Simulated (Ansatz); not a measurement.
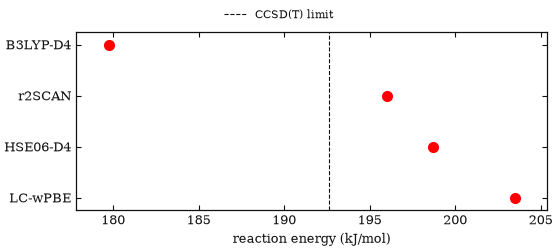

Electronic reaction energy of SnSiH₆S (S[SiH2][SnH3]) → SiH₂S ([SiH]S) [singlet] + SnH₄ ([SnH4]) (SMILES in brackets) at several levels (functionals in def2-TZVPP unless a basis is named), isolated molecules at PBE0-D4 triple-zeta geometries, minima by their frequencies, no zero-point or thermal terms, the Ansatz code. The line is frozen-core CCSD(T) at the basis limit (MP2 extrapolated from triple and quadruple zeta, plus CCSD(T) less MP2 in a smaller set). No dispersion term is added to r2SCAN and LC-wPBE. Core potentials past Kr. The limit lies 12.5 kJ/mol from CCSD(T)/def2-TZVPP, so the line itself is uncertain by a part of that.

Question: What range do the values span, the line included?

Answer: From 179.7 kJ/mol (B3LYP-D4) to 203.5 kJ/mol (LC-wPBE).

Question: Give the values.

Answer:
```
        level  kJ/mol  less CCSD(T) limit
     B3LYP-D4   179.7               −12.9
       r2SCAN   196.0                 3.4
     HSE06-D4   198.7                 6.1
      LC-wPBE   203.5                10.8
CCSD(T) limit   192.6                 0.0
```

Known limits of this run: outer-core shells are correlated without core-valence functions, which makes the correlated values less sure; spin-orbit coupling is left out, and with Sn it can shift these values.
